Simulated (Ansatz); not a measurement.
**Cl2Ge (charge −1, quartet): density, localisation and related maps**

Input

```
crystal:
  periodic: [false, false, false]
  atoms:
    - {symbol: Ge, position_ang: [0.004292, 0.000370, -0.000968]}
    - {symbol: Cl, position_ang: [-0.487211, -0.247806, -2.320300]}
    - {symbol: Cl, position_ang: [0.482918, 0.247436, 2.321267]}
basis:
  gaussian: {orbitals: def2-TZVPD, initial_orbitals: start.molden}
total_charge: -1
magnetization: {spin_polarized: true, initial_magnetization: 3}
hamiltonian: {xc: pbe0, dispersion: d4}
scf: {omitted_lower_state_checks: [starts]}
output: {orbitals: {seedname: orbitals}}
```

Launched as:

```sh
ansatz run in.yaml --threads 4 --pin off --events-out ev --progress --plain --max-ram 3916MiB
```

Geometry: PBE-D4/def2-TZVPD.

Level of theory: Ansatz, UKS PBE0-D4/def2-TZVPD.

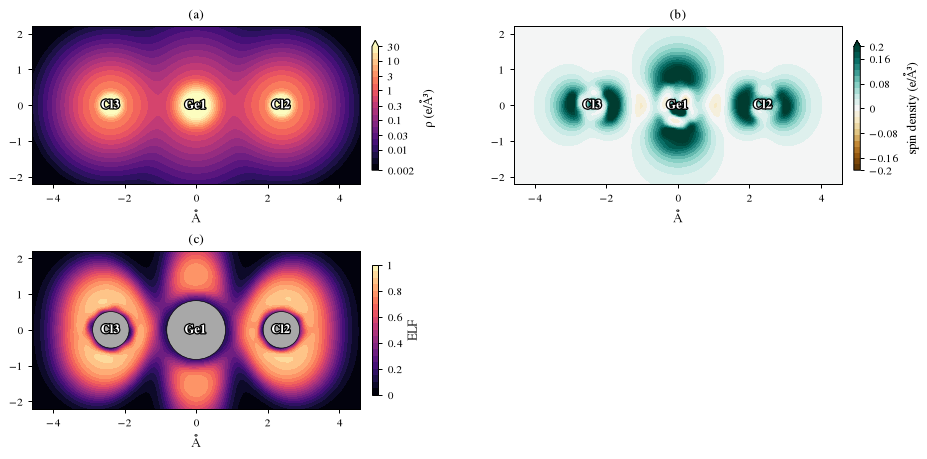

Figure 1. (a) total electron density; (b) spin density; (c) electron localisation function on a plane that holds the molecular axis. Grey discs cover the atomic cores in the ELF map.

What does the map show?

Answer. Atoms in the plane: Ge and Cl.
Ge–Cl (2.38 Å): the density is about 0.48 e/Å³ at the midpoint; the ELF peaks at about 0.80 in the valence shell of Cl, 0.9 Å from its nucleus, and is about 0.55 at the midpoint.
The ELF also peaks beside Cl3 and Cl2, away from the bonds: non-bonding electrons, paired or unpaired.
The unpaired spin (3 electrons) lies mostly on Ge1 (about 2.2), Cl2 (about 0.4) and Cl3 (about 0.4), in electrons by Hirshfeld's partition.

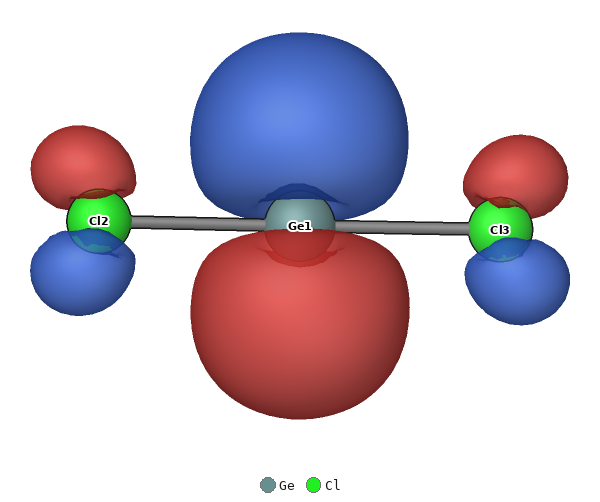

Figure 2. The HOMO (α) at ±0.1 Å⁻³ᐟ² (red and blue are the two phases), seen from one side.

Describe this orbital and give its energy.

Answer. It lies mainly on Ge1 (about 85 %), Cl2 (about 10 %) and Cl3 (about 10 %); it is ungerade (odd under inversion). It is one of a degenerate set, so its orientation is arbitrary. Its energy is −0.15 eV.

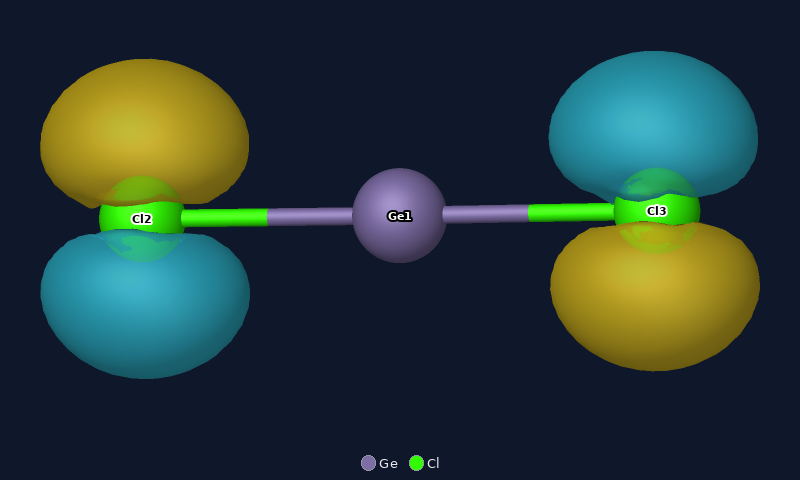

Figure 3. The HOMO (β) at ±0.15 Å⁻³ᐟ² (yellow and cyan are the two phases), seen from one side.

What is the character of this orbital?

Answer. Its weight (Hirshfeld) is mainly on Cl2 (about 45 %) and Cl3 (about 45 %); it is gerade (even under inversion); largely a combination of lone pairs on Cl2 and Cl3. It is one of a degenerate set, so its orientation is arbitrary. Its energy is −4.16 eV.
